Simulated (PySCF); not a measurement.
Input

```
{"job": {"kind": "sp", "xc": "PBE0", "basis": "ma-def2-TZVP", "d3": "d3bj", "grid": 2}, "charge": -1, "multiplicity": 1}
C     -0.727568    -0.179958    -0.161075
N      0.728675    -0.191940     0.097093
H     -1.270782    -0.396114     0.785663
H     -1.087009     0.813997    -0.529426
H      1.138101     0.696922     0.408219
H      1.239848    -0.460613    -0.738087
```

Command:

```sh
OMP_NUM_THREADS=1 python redox_run.py task.json out
```

Geometry: PBE0-D3(BJ)/ma-def2-SVP.

Level of theory: PySCF 2.14.0, density-fitted response routines, DFT single point, gas phase, functional PBE0.

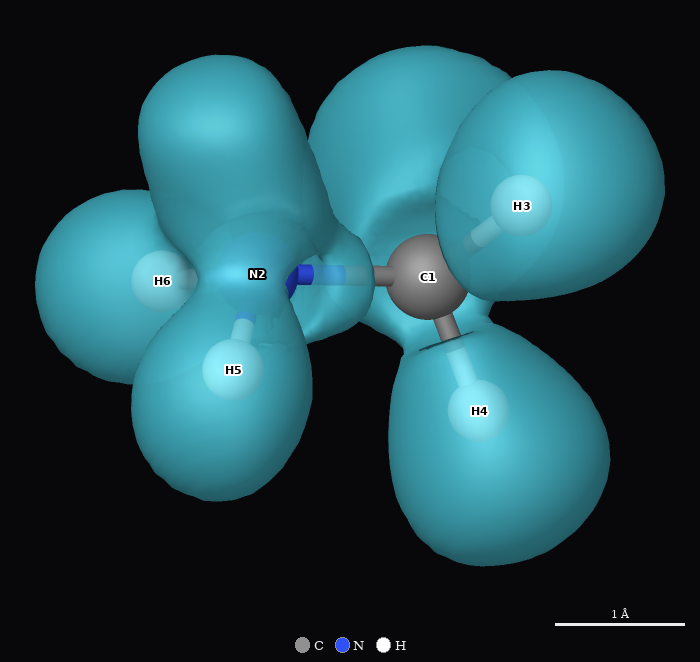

CH4N (SMILES [CH2-]N) (charge −1). Isosurface of the electron localisation function at 0.75 (cyan), seen at a tilt. Core shells and regions of very low density are left out.

Describe the localisation domains.

The surface consists of one joined region spread over several atoms (C, H), in which their bonds and any lone pairs are merged and one joined region spread over several atoms (H, N), in which their bonds and any lone pairs are merged.

Values along the shortest contacts:
C–N (1.48 Å): the ELF peaks at about 0.90 between the atoms (a covalent bond). N–H (1.02 Å): the ELF climbs to about 1 towards the hydrogen, as it does in any bond to H (an ordinary covalent bond to hydrogen).
